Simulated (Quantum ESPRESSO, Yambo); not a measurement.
# SiO2 (Quartz): G0W0 in Yambo against the bands

How does the gap of SiO2 (Quartz) converge in the bands?

Main program and level: Yambo 5.3.0; LDA and many-body steps on it, plane waves.

## 1. The structure

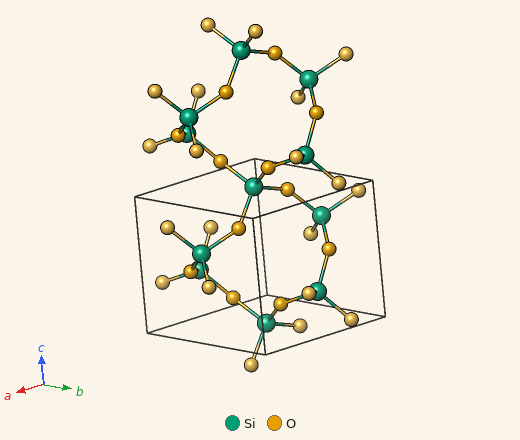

Start, viewed from a free direction; silicon teal, oxygen orange. 1×1×2 cells are drawn. Some periodic images of atoms are drawn too.

As a file:

```cif
data_structure
_symmetry_space_group_name_H-M 'P3_121'
_symmetry_Int_Tables_number 152
_cell_length_a 4.9158
_cell_length_b 4.9158
_cell_length_c 5.4091
_cell_angle_alpha 90.000
_cell_angle_beta 90.000
_cell_angle_gamma 120.000
_cell_volume 113.20
loop_
_atom_site_label
_atom_site_type_symbol
_atom_site_symmetry_multiplicity
_atom_site_Wyckoff_symbol
_atom_site_fract_x
_atom_site_fract_y
_atom_site_fract_z
_atom_site_occupancy
Si1 Si 3 a 0.53030 0.00000 0.33333 1
O1 O 6 c 0.14620 0.41420 0.88100 1
```

The cell and positions come from the Crystallography Open Database and are kept as given unless a step says otherwise.

## 2. 51 bands

This step: Yambo 5.3.0; G0W0 on LDA, plane waves, norm-conserving pseudopotentials.

G0W0 replaces the xc potential by the self-energy, built once from these orbitals. Only a window of levels is corrected, while the sums run over the empty bands that the input names.

gw1.in reads:

```
HF_and_locXC
gw0
dyson
ppa
em1d
rim_cut
RandQpts= 1000000
RandGvec= 1 RL
EXXRLvcs= 72 Ry
VXCRLvcs= 288 Ry
Chimod= "HARTREE"
% BndsRnXp
 1 | 51 |
%
NGsBlkXp= 9 Ry
% LongDrXp
 1 | 1 | 1 |
%
% GbndRnge
 1 | 51 |
%
DysSolver= "n"
ExtendOut
PPAPntXp= 27.21138 eV
% QPkrange
 5 | 5 | 23 | 26 |
 1 | 1 | 23 | 26 |
%
```

Command:

```sh
> OMP_NUM_THREADS=2 mpirun -n 4 yambo -F gw1.in -J gw1 -C gw1 > gw1.log
```

The log of the run:

```text
 Yambo, version 5.3.0

 [02] CORE Variables Setup
 =========================

  [... cell, symmetries and grids as in the set-up ...]

  [02.05] Energies & Occupations
  ==============================

  [X] === General ===
  [X] Electronic Temperature                        :  0.000000  0.000000 [eV K]
  [X] Bosonic    Temperature                        :  0.000000  0.000000 [eV K]
  [X] Finite Temperature mode                       : no
  [X] El. density                                   :  0.42403E+24 [cm-3]
  [X] Fermi Level                                   :  2.172031 [eV]

  [X] === Gaps and Widths ===
  [X] Conduction Band Min                           :  5.801381 [eV]
  [X] Valence Band Max                              :  0.000000 [eV]
  [X] Filled Bands                                  :  24
  [X] Empty Bands                                   :    25   496
  [X] Direct Gap                                    :  6.125512 [eV]
  [X] Direct Gap localized at k                     :  1
  [X] Indirect Gap                                  :  5.801381 [eV]
  [X] Indirect Gap between kpts                     :   5   1
  [X] Last valence band width                       :  0.596912 [eV]
  [X] 1st conduction band width                     :  3.097079 [eV]

 [03] Transferred momenta grid and indexing
 ==========================================

 IBZ Q-points                                      :   8
 BZ  Q-points                                      :  18

 K/Q-points units:
 rlu = crystal or reduced units; cc = cartesian coordinates; iku = interal k-units

 Q [1]          [rlu]:  0.000000  0.000000  0.000000
 Q [2]          [rlu]:  0.000000  0.000000 -0.500000
 Q [3]          [rlu]:  0.72872E-17  0.33333       0.0000
 Q [4]          [rlu]:  0.72872E-17  0.33333     -0.50000
 Q [5]          [rlu]:  0.333333  0.333333  0.000000
 Q [6]          [rlu]:  0.333333  0.333333 -0.500000
 Q [7]          [rlu]: -0.333333  0.333333  0.000000
 Q [8]          [rlu]: -0.333333  0.333333 -0.500000

 [04] Coloumb potential Random Integration (RIM)
 ===============================================

  [04.01] RIM initialization
  ==========================

  * Diagonal components only detected *

  8 x (sBL volume)        :  0.144317 [a.u.]
  sBZ random points       :  1000000
  Points outside the sBZ  :   7993074
  RL volume               :  0.324712 [a.u.]
  Integrated volume       :  0.324994 [a.u.]

  [04.02] RIM integrals
  =====================

  Gamma point sphere radius             :  0.095146 [a.u.]
  Points outside the sphere             :   799469
  [Int_sBZ(q=0) 1/q^2]*(Vol_sBZ)^(-1/3) =:  7.664728
                                 should be <:  7.795600

  Summary of Coulomb integrals for non-metallic bands |Q|[au] RIM/Bare

  Q [1] 0.100000E-4 0.983212 * Q [7] 0.260336 1.012284
  Q [3] 0.260336 1.012215 * Q [2] 0.307345 1.138708
  Q [8] 0.402785 1.065434 * Q [4] 0.402785 1.065353
  Q [5] 0.450916 1.007191 * Q [6] 0.545698 1.021740

 [WARNING] [Xp] User bands 1-51 break level degeneracy

 [05] Dipoles
 ============

  [05.01] Setup: observables and procedures
  =========================================

  [WARNING] [x,Vnl] slows the Dipoles computation. To neglect it rename the ns.kb_pp file

 [06] Dynamic Dielectric Matrix (PPA)
 ====================================

 [WR./gw1//ndb.pp]---------------------------------------------------------------
  Brillouin Zone Q/K grids (IBZ/BZ)                :   8  18   8  18
  RL vectors                                       :   9395 [WF]
  Coulomb cutoff potential                         : none
  Electronic Temperature                           :  0.000000 [K]
  Bosonic    Temperature                           :  0.000000 [K]
  PPA    diel. fun.  energies                      : Slater exchange(X)+Perdew & Wang(C)
  wavefunctions                                    : Slater exchange(X)+Perdew & Wang(C)
  Global Gauge                                     : length
  X matrix size                                    :   387
  X band range                                     :    1   51
  X e/h energy range                               : -1.000000 -1.000000 [eV]
  X Time ordering                                  : R
  X Hxc Kernel                                     : HARTREE
  X Drude frequency                                :  0.000000  0.000000
  X poles                                          :  100.0000 [o/o]
  RL vectors in the sum                            :   9395
  [r,Vnl] included                                 : yes
  Field direction                                  :  0.577350E-5  0.577350E-5  0.577350E-5
  BZ energy Double Grid                            : no
  BZ energy DbGd points                            : 0
  BZ Q point size factor                           : -1.000000
  X Optical Averaged directions                    : none

 [07] Local Exchange-Correlation + Non-Local Fock
 ================================================

 [VXC] Plane waves :   63145
 [EXS] Plane waves :   7959

 QP @ state[ 1 ] K range:  1  1
 QP @ state[ 1 ] b range:  23  26
 QP @ state[ 2 ] K range:   5   5
 QP @ state[ 2 ] b range:  23  26

 [xc] Functional : Slater exchange(X)+Perdew & Wang(C)
 [xc] LIBXC used to calculate xc functional
  PP Number of Atomic Species                      :  2
  NLCC RL compoments                               :   63145
  PP Number of Atomic Species                      :  2
  NLCC RL compoments                               :   63145

 [xc] E_xc :  -24.88628 [Ha]
      E_xc :  -49.77257 [Ry]

  Local XC kind (lXC) : Slater exchange(X)+Perdew & Wang(C)
  Non-Local XC kind (nlXC) : Hartree-Fock

  Corrections @ K [1] :  [eV]
 <23|nlXC|23> = -25.06676 -0.10616E-16 <23|lXC|23> = -19.28077  0.000000
 <24|nlXC|24> = -25.06525  0.62421E-17 <24|lXC|24> = -19.28077  0.18882E-15
 <25|nlXC|25> = -6.490479  0.58136E-18 <25|lXC|25> = -11.30930  0.94408E-16
 <26|nlXC|26> = -5.316468 -0.32102E-18 <26|lXC|26> = -10.83372 -0.18882E-15

  Corrections @ K [5] :  [eV]
 <23|nlXC|23> = -25.37552  0.55745E-17 <23|lXC|23> = -19.49813  0.18882E-15
 <24|nlXC|24> = -25.61635  0.25577E-16 <24|lXC|24> = -19.84006  0.18882E-15
 <25|nlXC|25> = -7.117990  0.29237E-18 <25|lXC|25> = -12.56942 -0.94408E-16
 <26|nlXC|26> = -7.118703  0.20339E-18 <26|lXC|26> = -12.56942 -0.94408E-16

 [08] Dyson equation: Newton solver
 ==================================

  [08.01] G0W0 (W PPA)
  ====================

  [  GW  ] Bands range     :    1   51
  [GW/PPA] G damping       :  0.100000 [eV]

  QP @ state[ 1 ] K range:  1  1
  QP @ state[ 1 ] b range:  23  26
  QP @ state[ 2 ] K range:   5   5
  QP @ state[ 2 ] b range:  23  26

   Sc/G bands                                       :    1   51
   Sc/G damping                                     :  0.100000 ev
   Sc bands terminator                              : no
   Sx RL components                                 :   7959

   QP @ state[ 1 ] K range                          :  1  1
   QP @ state[ 1 ] b range                          :  23  26
   QP @ state[ 2 ] K range                          :   5   5
   QP @ state[ 2 ] b range                          :  23  26
   GF energies kind                                 : Slater exchange(X)+Perdew & Wang(C)
   GF WF`s kind                                     : Slater exchange(X)+Perdew & Wang(C)
   Xs energies kind                                 : Slater exchange(X)+Perdew & Wang(C)
   Xs WF`s kind                                     : Slater exchange(X)+Perdew & Wang(C)

 [11] Game Over & Game summary
```

Elapsed: 24 s, on 4 MPI ranks of Arm Neoverse V1, shared host; peak memory 2.3 GiB; 2.8 min of CPU time.

Numbers from this step:

| Property | Result |
| --- | --- |
| G0W0 gap on the points computed | 9.097 eV |
| starting gap on the mesh | 5.801 eV |
| k of the valence top | 0.3333, 0.3333, 0 |
| k of the conduction bottom | 0, 0, 0 |
| least direct G0W0 gap on the computed points | 9.479 eV |
| Z at the valence top | 0.8143 |
| Z at the conduction bottom | 0.8756 |

The gap on the mesh goes from 5.80 eV to 9.10 eV, a correction of +3.30 eV.

## 3. 83 bands

gw2.in, as its differences from gw1.in of step 2:

```diff
@@ -12,3 +12,3 @@
 % BndsRnXp
- 1 | 51 |
+ 1 | 83 |
 %
@@ -19,3 +19,3 @@
 % GbndRnge
- 1 | 51 |
+ 1 | 83 |
 %
```

Command:

```sh
> OMP_NUM_THREADS=2 mpirun -n 4 yambo -F gw2.in -J gw2 -C gw2 > gw2.log
```

The log of the run:

```text
 Yambo, version 5.3.0

 [02] CORE Variables Setup
 =========================

  [... cell, symmetries and grids as in the set-up ...]

  [02.05] Energies & Occupations
  ==============================

  [X] === General ===
  [X] Electronic Temperature                        :  0.000000  0.000000 [eV K]
  [X] Bosonic    Temperature                        :  0.000000  0.000000 [eV K]
  [X] Finite Temperature mode                       : no
  [X] El. density                                   :  0.42403E+24 [cm-3]
  [X] Fermi Level                                   :  2.172031 [eV]

  [X] === Gaps and Widths ===
  [X] Conduction Band Min                           :  5.801381 [eV]
  [X] Valence Band Max                              :  0.000000 [eV]
  [X] Filled Bands                                  :  24
  [X] Empty Bands                                   :    25   496
  [X] Direct Gap                                    :  6.125512 [eV]
  [X] Direct Gap localized at k                     :  1
  [X] Indirect Gap                                  :  5.801381 [eV]
  [X] Indirect Gap between kpts                     :   5   1
  [X] Last valence band width                       :  0.596912 [eV]
  [X] 1st conduction band width                     :  3.097079 [eV]

 [03] Transferred momenta grid and indexing
 ==========================================

 IBZ Q-points                                      :   8
 BZ  Q-points                                      :  18

 K/Q-points units:
 rlu = crystal or reduced units; cc = cartesian coordinates; iku = interal k-units

 Q [1]          [rlu]:  0.000000  0.000000  0.000000
 Q [2]          [rlu]:  0.000000  0.000000 -0.500000
 Q [3]          [rlu]:  0.72872E-17  0.33333       0.0000
[...]
[xc] LIBXC used to calculate xc functional
  PP Number of Atomic Species                      :  2
  NLCC RL compoments                               :   63145
  PP Number of Atomic Species                      :  2
  NLCC RL compoments                               :   63145

 [xc] E_xc :  -24.88628 [Ha]
      E_xc :  -49.77257 [Ry]

  Local XC kind (lXC) : Slater exchange(X)+Perdew & Wang(C)
  Non-Local XC kind (nlXC) : Hartree-Fock

  Corrections @ K [1] :  [eV]
 <23|nlXC|23> = -25.06676 -0.10616E-16 <23|lXC|23> = -19.28077  0.000000
 <24|nlXC|24> = -25.06525  0.62421E-17 <24|lXC|24> = -19.28077  0.18882E-15
 <25|nlXC|25> = -6.490479  0.58136E-18 <25|lXC|25> = -11.30930  0.94408E-16
[...]
Corrections @ K [5] :  [eV]
[...]
<25|nlXC|25> = -7.117990  0.29237E-18 <25|lXC|25> = -12.56942 -0.94408E-16
 <26|nlXC|26> = -7.118703  0.20339E-18 <26|lXC|26> = -12.56942 -0.94408E-16

 [08] Dyson equation: Newton solver
 ==================================

  [08.01] G0W0 (W PPA)
  ====================

  [  GW  ] Bands range     :    1   83
  [GW/PPA] G damping       :  0.100000 [eV]

  QP @ state[ 1 ] K range:  1  1
  QP @ state[ 1 ] b range:  23  26
  QP @ state[ 2 ] K range:   5   5
  QP @ state[ 2 ] b range:  23  26

   Sc/G bands                                       :    1   83
   Sc/G damping                                     :  0.100000 ev
   Sc bands terminator                              : no
   Sx RL components                                 :   7959

   QP @ state[ 1 ] K range                          :  1  1
   QP @ state[ 1 ] b range                          :  23  26
   QP @ state[ 2 ] K range                          :   5   5
   QP @ state[ 2 ] b range                          :  23  26
   GF energies kind                                 : Slater exchange(X)+Perdew & Wang(C)
   GF WF`s kind                                     : Slater exchange(X)+Perdew & Wang(C)
   Xs energies kind                                 : Slater exchange(X)+Perdew & Wang(C)
   Xs WF`s kind                                     : Slater exchange(X)+Perdew & Wang(C)

 [11] Game Over & Game summary
```

It took 41 s on 4 MPI ranks; peak memory 2.3 GiB.

This step gave:

```
G0W0 gap on the points computed              : 8.755 eV
starting gap on the mesh                     : 5.801 eV
k of the valence top                         : 0.3333, 0.3333, 0
k of the conduction bottom                   : 0, 0, 0
least direct G0W0 gap on the computed points : 9.136 eV
Z at the valence top                         : 0.8186
Z at the conduction bottom                   : 0.8724
```

Against the run before, the gap moves by −0.342 eV.

## 4. 143 bands

gw3.in, as its differences from gw2.in of step 3:

```diff
@@ -12,3 +12,3 @@
 % BndsRnXp
- 1 | 83 |
+ 1 | 143 |
 %
@@ -19,3 +19,3 @@
 % GbndRnge
- 1 | 83 |
+ 1 | 143 |
 %
```

Command:

```sh
> OMP_NUM_THREADS=2 mpirun -n 4 yambo -F gw3.in -J gw3 -C gw3 > gw3.log
```

The log of the run:

```text
 Yambo, version 5.3.0

 [02] CORE Variables Setup
 =========================

  [... cell, symmetries and grids as in the set-up ...]

  [02.05] Energies & Occupations
  ==============================

  [X] === General ===
  [X] Electronic Temperature                        :  0.000000  0.000000 [eV K]
  [X] Bosonic    Temperature                        :  0.000000  0.000000 [eV K]
  [X] Finite Temperature mode                       : no
  [X] El. density                                   :  0.42403E+24 [cm-3]
[...]
Sx RL components                                 :   7959

   QP @ state[ 1 ] K range                          :  1  1
   QP @ state[ 1 ] b range                          :  23  26
   QP @ state[ 2 ] K range                          :   5   5
   QP @ state[ 2 ] b range                          :  23  26
   GF energies kind                                 : Slater exchange(X)+Perdew & Wang(C)
   GF WF`s kind                                     : Slater exchange(X)+Perdew & Wang(C)
   Xs energies kind                                 : Slater exchange(X)+Perdew & Wang(C)
   Xs WF`s kind                                     : Slater exchange(X)+Perdew & Wang(C)

 [11] Game Over & Game summary
```

Elapsed: 73 s, on 4 MPI ranks; peak memory 2.3 GiB.

Numbers from this step:

```yaml
g0w0_gap_on_the_points_computed: 8.731 eV
starting_gap_on_the_mesh: 5.801 eV
k_of_the_valence_top: 0.3333, 0.3333, 0
k_of_the_conduction_bottom: 0, 0, 0
least_direct_g0w0_gap_on_the_computed_points: 9.109 eV
```

Against the run before, the gap moves by −0.024 eV.

(Continued in part 2 of 2.)

[Paths, hosts, dates, memory and timing lines, banners, echoed tables and standing remarks are left out of the program output.]

[Logs are printed without paths, hosts, clocks, repeated set-up lines and the standing remarks that a program may print on its own settings, such as how far it seeks lower states.]

[Runs of the session that timed out or met a known fault of the program may be left out.]

[Hosts, paths, dates, database ids (printed as entryN), source tags and the programs' standing remarks are cut or masked in the printed files.]
